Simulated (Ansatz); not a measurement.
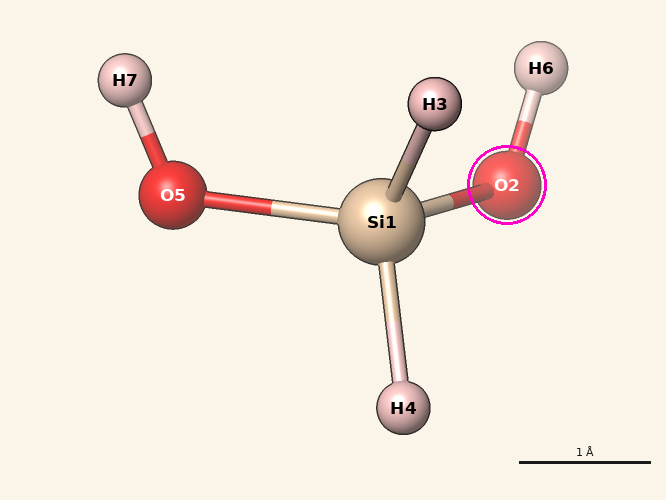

Orthographic view. Depth is shown by fading: the farther an atom, the more it takes the colour of the background. The computed structure is the end point of a PBE0-D4/def2-TZVP optimisation.

Which atoms are bonded to the circled atom?

Answer. The circled atom is O2; it is bonded to Si1, H6.

Of Si1 and O2, which is nearer the viewer?

Answer. Si1; the bond to O2 points away from the viewer, so it looks shorter than its 1.64 Å.

What is the shortest path along bonds from the circled atom to H7?

Answer. O2–Si1–O5–H7, 3 bonds; through space the two are 3.22 Å apart.

Which atom is nearest the viewer?

Answer. H3, 1.4 Å in front of the mean position.
